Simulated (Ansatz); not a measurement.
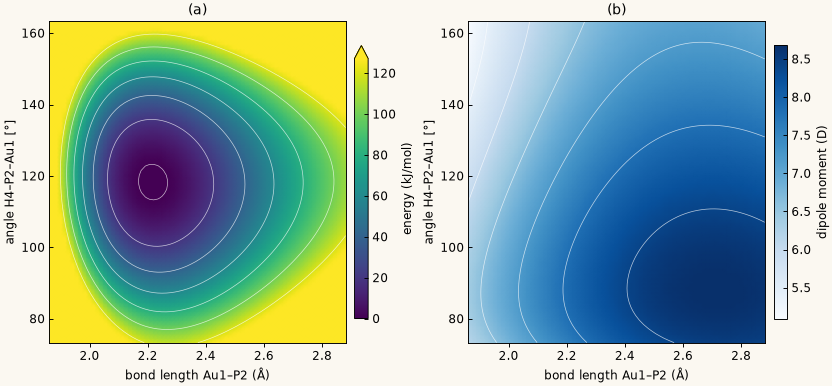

Au(PH3)Cl. First axis: bond length Au1–P2. Second axis: angle H4–P2–Au1. Nothing is relaxed (all other coordinates rigid). Grid: 11 × 11 points. Points are written as (first, second). All energies are given in kJ/mol relative to the lowest grid point. Level of theory: RKS PBE0-D4/def2-TZVP (Ansatz 0.2.0).

Panel (a) is the energy and panel (b) the computed dipole moment on the same grid.

In the figure: a smooth colour map with a few white contour lines, one colour for all values above the top of the scale. Between grid points the surface is interpolated.

Question: How does the dipole moment vary over the map, and what is it at the lowest grid point?

Answer: Leaving out the highest fifth of the energies, it runs from 5.65 D at (1.964 Å, 154.3°) to 8.68 D at (2.677 Å, 91.3°). At the lowest grid point, (2.168 Å, 118.3°), it is 7.26 D.

```csv
"angle H4–P2–Au1 ↓, bond length Au1–P2 →",1.862,1.964,2.066,2.168,2.270,2.371,2.473,2.575,2.677,2.779,2.881
163.3,5.10,5.56,5.98,6.33,6.62,6.84,6.98,7.06,7.08,7.04,6.96
154.3,5.17,5.65,6.08,6.46,6.76,7.00,7.16,7.25,7.27,7.24,7.16
145.3,5.30,5.79,6.24,6.63,6.95,7.19,7.37,7.47,7.50,7.47,7.40
136.3,5.47,5.97,6.43,6.83,7.16,7.41,7.60,7.70,7.74,7.72,7.65
127.3,5.67,6.17,6.64,7.04,7.38,7.64,7.83,7.94,7.99,7.97,7.90
118.3,5.88,6.38,6.85,7.26,7.60,7.87,8.06,8.17,8.22,8.21,8.14
109.3,6.08,6.59,7.05,7.46,7.80,8.07,8.26,8.38,8.43,8.42,8.35
100.3,6.26,6.76,7.22,7.63,7.97,8.23,8.42,8.54,8.59,8.58,8.52
91.3,6.37,6.87,7.33,7.72,8.06,8.32,8.51,8.63,8.68,8.67,8.61
82.3,6.37,6.86,7.30,7.70,8.03,8.29,8.48,8.60,8.66,8.65,8.60
73.3,6.14,6.62,7.07,7.47,7.80,8.07,8.27,8.41,8.48,8.49,8.45
```
